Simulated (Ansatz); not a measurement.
The calculation's input:

```
crystal:
  periodic: [false, false, false]
  atoms:
    - {symbol: Si, position_ang: [-0.541844, 1.872004, -0.201323]}
    - {symbol: Si, position_ang: [0.474414, -1.269995, -0.385326]}
    - {symbol: H, position_ang: [0.156953, -0.301061, 0.711961]}
    - {symbol: Cl, position_ang: [-2.386626, 1.644584, 0.740509]}
    - {symbol: Cl, position_ang: [0.577744, 2.775022, 1.305474]}
    - {symbol: H, position_ang: [-0.706330, -1.372741, -1.275323]}
    - {symbol: H, position_ang: [1.649851, -0.762948, -1.131939]}
    - {symbol: H, position_ang: [0.775837, -2.584763, 0.235966]}
basis:
  gaussian: {orbitals: def2-TZVPP}
hamiltonian: {xc: pbe0, dispersion: d4}
output: {orbitals: {seedname: orbitals}}
```

Command:

```sh
ansatz run in.yaml --threads 4 --pin off --events-out ev --progress --plain --max-ram 9574MiB
```

The product side of a reaction path; geometry: PBE0-D4/def2-TZVP; a saddle point, not a minimum.

Theory: RKS PBE0-D4/def2-TZVPP (Ansatz 0.2.0).

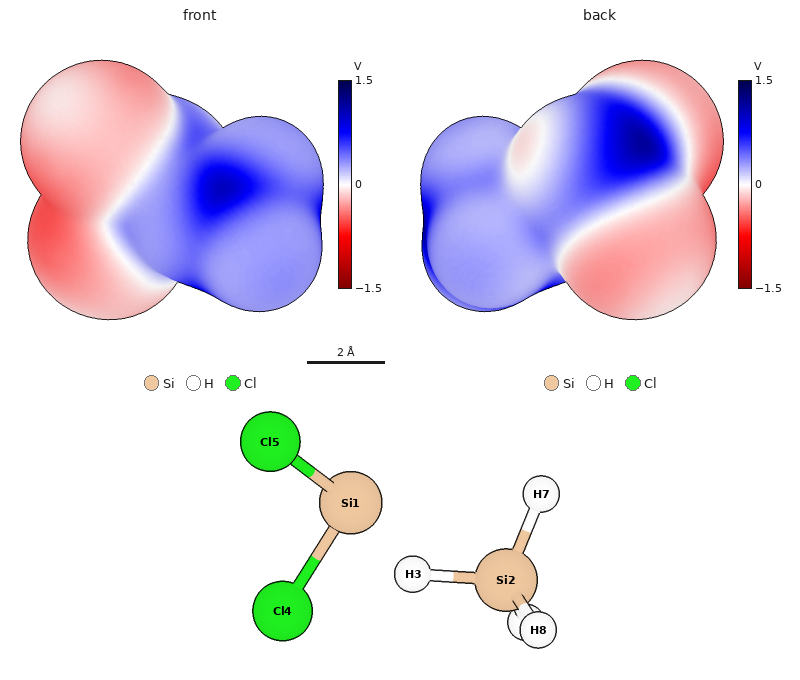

Cl2Si···SiH4. The molecular electrostatic potential painted on the density surface at 0.001 e/bohr³, seen from the front and from behind; the colour scale runs from red (negative) to blue (positive). The bare structure is drawn below in the same view.

Which sites attract a positive test charge, and which a negative one?

A positive charge is drawn to the negative regions and a negative charge to the positive ones. The most negative region (about −0.5 V) lies over Cl4 and Cl5, the most positive (about +1.1 V) over Si1 and Si2.
